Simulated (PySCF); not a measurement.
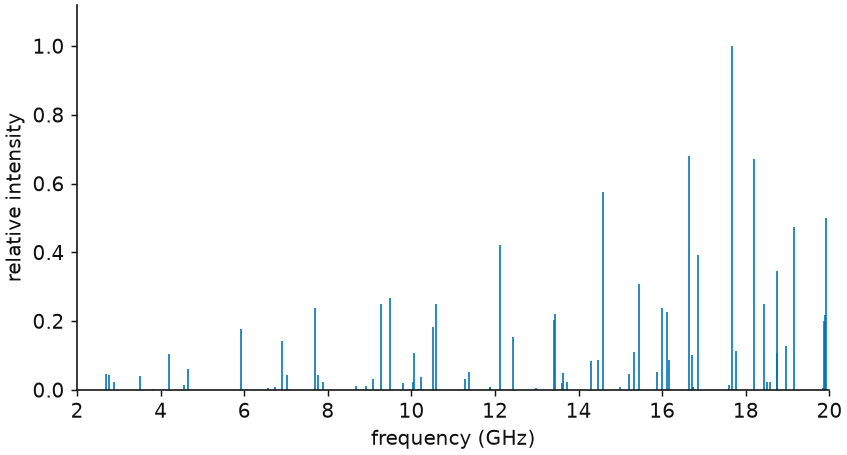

B₂P₂H₈, SMILES [BH2-]1[PH2+][BH2-][PH2+]1. Simulated rotational absorption lines between 2 and 20 GHz at 10 K: rigid rotor with the equilibrium constants and dipole of one optimised conformer (PBE0-D3(BJ)/def2-SVP, PySCF), commonest isotopes; no centrifugal distortion, hyperfine structure, internal rotation or nuclear-spin weights; lines within 1 MHz of each other are summed.

What are the rotational constants, and what kind of rotor is it?

Answer. Rotational constants A, B, C = 7.045, 3.539, 2.629 GHz; Ray's κ = −0.59, an asymmetric top on the prolate side.

Which dipole components drive the lines?

Answer.
|μa|, |μb|, |μc| = 0.00, 0.00, 0.89 D; c-type lines carry 100 % of the intensity in this range.

Caveats: coarse grid, loose stop and no frequency check, small forces are noise and the end may be a saddle.
